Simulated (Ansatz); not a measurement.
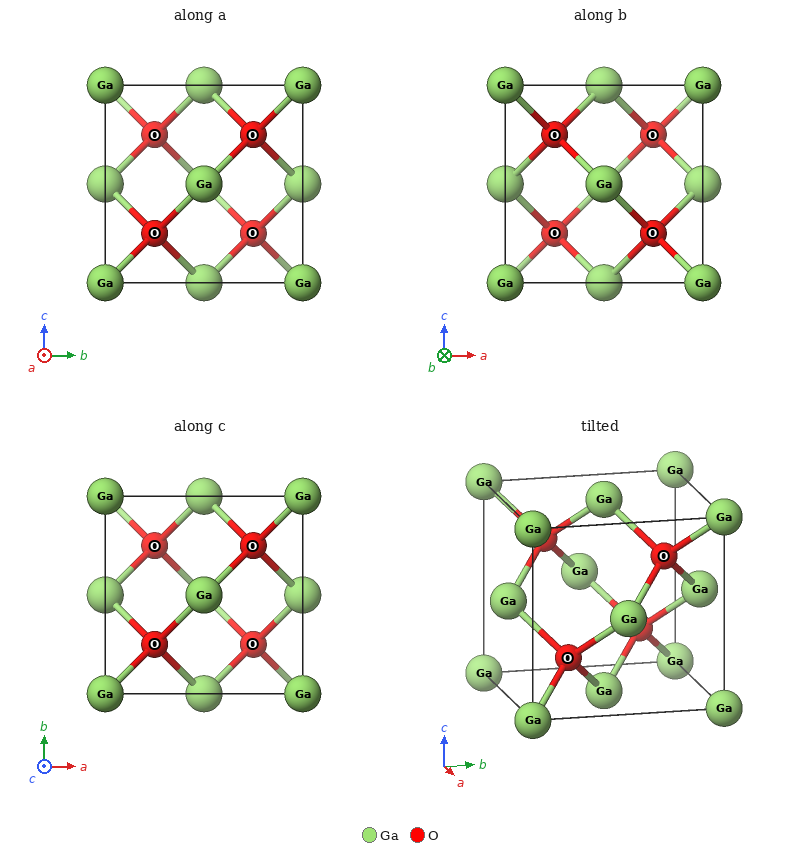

The figure gives a ball-and-stick picture of the atoms, viewed along the a axis, along the b axis, along the c axis and slightly off an axis. Atoms at the boundary of the conventional unit cell (the box) are drawn once for each face, edge or corner they touch.

Lattice parameters: a = 4.862 Å, b = 4.862 Å, c = 4.862 Å, α = 90.00°, β = 90.00°, γ = 90.00°.

### Express the structure as a table of Wyckoff sites.

Space group F-43m (No. 216).
| atom | site | x | y | z |
| --- | --- | --- | --- | --- |
| Ga | 4a | 0.0000 | 0.0000 | 0.0000 |
| O | 4d | 0.2500 | 0.2500 | 0.7500 |

Origin of the cell: a structure type filled with these elements by a generator (whether the compound takes this form wasn't checked). Earlier steps of the study, as a rule a relaxation of our own, may have changed the cell and positions, so they can lie some per cent off the listed ones. It went into a calculation with Ansatz.
